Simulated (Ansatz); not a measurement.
AsH₃SO: several calculations on one system

### Relaxation

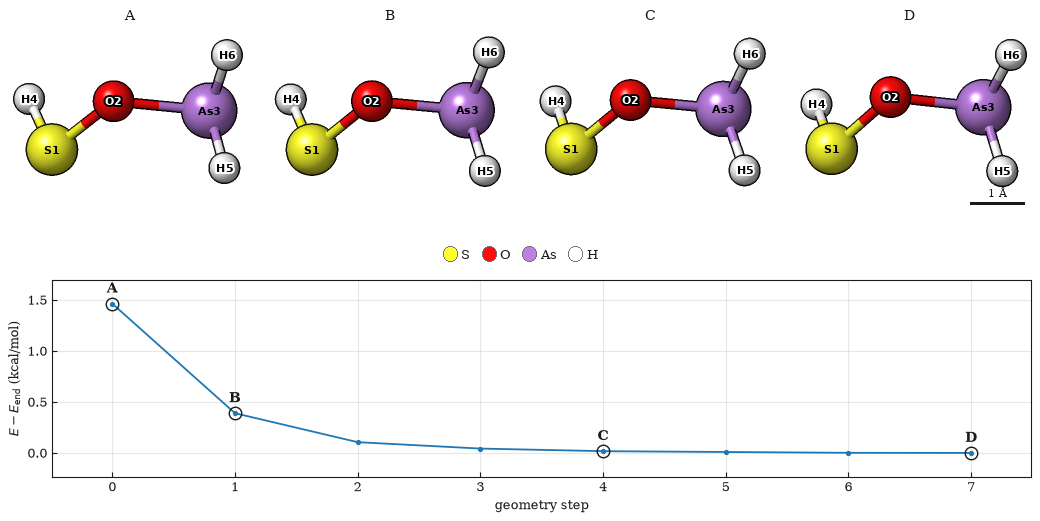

Frames of a relaxation of AsH$_{3}$SO, marked on the history of the run. The picture is a ball-and-stick view, seen at a tilt.

The run prepares an end point of a later path (torsion) calculation, from a guessed geometry.

Method: RKS PBE0-D4/def2-SVP (Ansatz). Settings: no spin polarisation; force threshold 0.015 eV/Å; at most 40 steps.

**Describe the path.**

H4 moves most after the best rigid fit: 0.20 Å. Largest moves by element: H 0.20 Å, O 0.15 Å, As 0.13 Å, S 0.09 Å. Among the contacts that change: As3–H6 1.495 → 1.529 Å, As3–H5 1.505 → 1.534 Å, O2–As3 1.852 → 1.834 Å, S1–O2 1.657 → 1.672 Å. Among the angles between lasting bonds that change: S1–O2–As3 120.7° → 114.7°, O2–As3–H6 89.1° → 92.5°. Over 7 geometry steps the energy falls by 1.46 kcal/mol. Largest force component: 0.74 eV/Å at the start, 0.0083 eV/Å at the end. The forces were under the threshold at step 4, but the run went on from there. From step 0 to 1: H6 moves most (0.07 Å), energy −1.07 kcal/mol. From step 1 to 4: H4 moves most (0.11 Å), energy −0.37 kcal/mol. From step 4 to 7: H5 moves most (0.07 Å), energy −0.02 kcal/mol.

```json
{"step": "0", "E − E(0), kcal/mol": "0.00", "largest force component, eV/Å": "0.7419"}
{"step": "1", "E − E(0), kcal/mol": "-1.07", "largest force component, eV/Å": "0.3314"}
{"step": "2", "E − E(0), kcal/mol": "-1.36", "largest force component, eV/Å": "0.2012"}
{"step": "3", "E − E(0), kcal/mol": "-1.42", "largest force component, eV/Å": "0.0784"}
{"step": "4", "E − E(0), kcal/mol": "-1.45", "largest force component, eV/Å": "0.0117"}
{"step": "5", "E − E(0), kcal/mol": "-1.45", "largest force component, eV/Å": "0.0326"}
{"step": "6", "E − E(0), kcal/mol": "-1.46", "largest force component, eV/Å": "0.0102"}
{"step": "7", "E − E(0), kcal/mol": "-1.46", "largest force component, eV/Å": "0.0083"}
```

### Relaxation

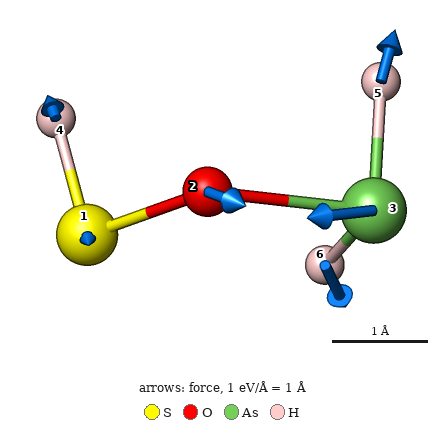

Starting geometry of AsH3SO with the computed forces as blue arrows. The picture is a ball-and-stick view, seen face on.

The run prepares an end point of a later path (torsion) calculation, from a guessed geometry.

All numbers below come from RKS PBE0-D4/def2-SVP in Ansatz. (no spin polarisation; force threshold 0.015 eV/Å; at most 40 steps)

Is this structure relaxed? If not, where do the atoms go?

Answer. It isn't relaxed: the largest force vector, on As3, is 0.94 eV/Å. The final displacements have little in common with the starting forces (cosine between the two patterns 0.16). Over 8 accepted moves (9 points after the start) the energy falls by 3.49 kcal/mol. The largest force component goes from 0.8 to 0.0072 eV/Å. The line search rejected the trial step at point 8 of the run. The atom that moves furthest after the best rigid fit is H6 (0.41 Å). Largest moves by element: H 0.41 Å, O 0.27 Å, S 0.15 Å, As 0.14 Å. Some distances before and after: As3–H6 1.495 → 1.534 Å, O2–As3 1.852 → 1.816 Å, As3–H5 1.505 → 1.537 Å, S1–O2 1.657 → 1.670 Å. Among the angles between lasting bonds that change: O2–As3–H6 89.1° → 97.6°, O2–As3–H5 95.0° → 97.3°. Groups turn about O2–As3 by about 35°. Cost: 34 s on 1 thread of Intel(R) Xeon(R) Platinum 8488C (Sapphire Rapids), with other jobs on the host, peak memory 0.26 GiB.

### Path

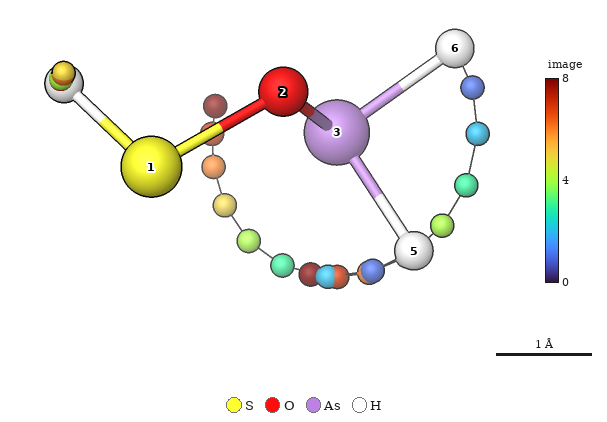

A nudged-elastic-band calculation for AsH₃SO. Images are numbered from 0 (start) to 8 (end). The start is drawn whole; smaller spheres mark the moving atoms (H) in the later images, joined by lines and coloured by the number of the image. A ball-and-stick model, seen at a tilt.

Level of theory: RKS PBE0-D4/def2-SVP in Ansatz 0.2.0.

Input file:
```yaml
crystal:
  periodic: [false, false, false]
  atoms:
    - { symbol: S, position_ang: [-1.081731, -1.077466, -1.073143] }
    - { symbol: O, position_ang: [-0.500495, -0.47436, 0.373479] }
    - { symbol: As, position_ang: [0.749804, 0.856034, 0.200613] }
    - { symbol: H, position_ang: [-2.100124, -0.197659, -1.269205] }
    - { symbol: H, position_ang: [1.974953, -0.056344, 0.056139] }
    - { symbol: H, position_ang: [0.957593, 0.949796, 1.712116] }
basis:
  gaussian: { orbitals: def2-SVP }
hamiltonian:
  xc: pbe0
  dispersion: d4
neb:
  order_check: false
  images: 7
  f_tol: 0.05
  max_iterations: 40
  final_atoms:
    - { symbol: S, position_ang: [-1.4694681, -0.78070974, -0.20482046] }
    - { symbol: O, position_ang: [-0.85491125, 0.76241205, -0.03012359] }
    - { symbol: As, position_ang: [0.84331255, 1.03608835, 0.55239675] }
    - { symbol: H, position_ang: [-0.95317012, -1.06223509, -1.43134154] }
    - { symbol: H, position_ang: [1.54870415, 0.13739094, -0.47553402] }
    - { symbol: H, position_ang: [0.88553277, -0.09294551, 1.58942186] }
  initial_path:
    images:
      - { positions_ang: [[-1.081731, -1.077466, -1.073143], [-0.500495, -0.47436, 0.373479], [0.749804, 0.856034, 0.200613], [-2.100124, -0.197659, -1.269205], [1.974953, -0.056344, 0.056139], [0.957593, 0.949796, 1.712116]] }
      - { positions_ang: [[-1.07082389, -1.08988431, -0.93342635], [-0.58551171, -0.28976748, 0.37123591], [0.76594738, 0.91439565, 0.26754463], [-1.96985245, -0.29085326, -1.35596732], [1.86194152, -0.02423259, -0.05389123], [0.99829914, 0.78034299, 1.70450336]] }
      - { positions_ang: [[-1.05991677, -1.10230262, -0.7937097], [-0.67052841, -0.10517497, 0.36899282], [0.78209077, 0.9727573, 0.33447627], [-1.83958089, -0.38404753, -1.44272963], [1.74893003, 0.00787883, -0.16392147], [1.03900528, 0.61088999, 1.69689071]] }
      - { positions_ang: [[-1.04900966, -1.11472093, -0.65399305], [-0.75554512, 0.07941755, 0.36674973], [0.79823415, 1.03111895, 0.4014079], [-1.70930934, -0.47724179, -1.52949195], [1.63591855, 0.03999024, -0.2739517], [1.07971141, 0.44143698, 1.68927807]] }
      - { positions_ang: [[-1.03810255, -1.12713924, -0.5142764], [-0.84056182, 0.26401006, 0.36450664], [0.81437753, 1.0894806, 0.46833953], [-1.57903778, -0.57043605, -1.61625427], [1.52290706, 0.07210165, -0.38398194], [1.12041755, 0.27198398, 1.68166543]] }
      - { positions_ang: [[-1.14594394, -1.04053187, -0.43691241], [-0.84414918, 0.38861056, 0.26584909], [0.82161129, 1.07613254, 0.48935383], [-1.42257087, -0.69338581, -1.57002609], [1.52935634, 0.08842398, -0.40686996], [1.06169636, 0.18075161, 1.65860454]] }
      - { positions_ang: [[-1.25378533, -0.95392449, -0.35954843], [-0.84773654, 0.51321106, 0.16719153], [0.82884504, 1.06278447, 0.51036814], [-1.26610395, -0.81633557, -1.5237979], [1.53580561, 0.1047463, -0.42975798], [1.00297516, 0.08951923, 1.63554365]] }
      - { positions_ang: [[-1.36162671, -0.86731712, -0.28218444], [-0.85132389, 0.63781155, 0.06853397], [0.8360788, 1.04943641, 0.53138244], [-1.10963703, -0.93928533, -1.47756972], [1.54225488, 0.12106862, -0.452646], [0.94425396, -0.00171314, 1.61248275]] }
      - { positions_ang: [[-1.4694681, -0.78070974, -0.20482046], [-0.85491125, 0.76241205, -0.03012359], [0.84331255, 1.03608835, 0.55239675], [-0.95317012, -1.06223509, -1.43134154], [1.54870415, 0.13739094, -0.47553402], [0.88553277, -0.09294551, 1.58942186]] }
```

Command:
```bash
ansatz run input.yaml --threads 1 --pin off --max-ram 2048MiB --backend cpu --events-out ev --progress --plain --runs-dir out
```

### Describe the path and its energy.

The motion is a rotation about the As–O bond by about 140°. No bond forms or breaks between the ends. Among the angles between lasting bonds that change up to the highest image: S–O–As 114.7° → 120.2°, O–As–H 92.5° → 95.1°. The highest point, image 3, lies 1.33 kcal/mol above the start and 2.32 kcal/mol above the end; the end is at −0.99 kcal/mol relative to the start. The band is converged. At the top, the vibrational analysis gives one imaginary mode (143i cm⁻¹), as a transition state must have.
